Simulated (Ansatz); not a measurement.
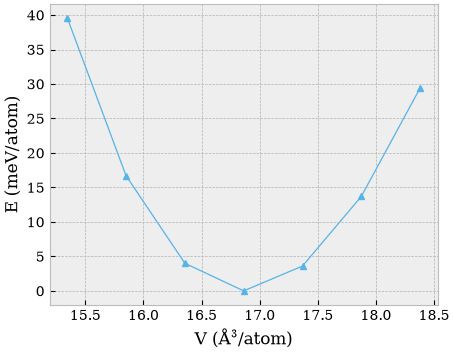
Figure: BeSe (zinc blende, F-43m) under volume change, plane-wave PAW PBEsol (Ansatz code), scaled uniformly.

Q: What does a third-order Birch–Murnaghan fit give for V₀, B₀ and B′?

A: V₀ = 16.86 Å³/atom, B₀ = 79.5 GPa, B′ = 3.9.

Symmetry was held in the PBEsol relaxation.

Potentials: the earlier of the program's two PAW sets. The files were generated under PBE; for other functionals the program regenerates the frozen cores, and for LDA and PBEsol the local potential too.
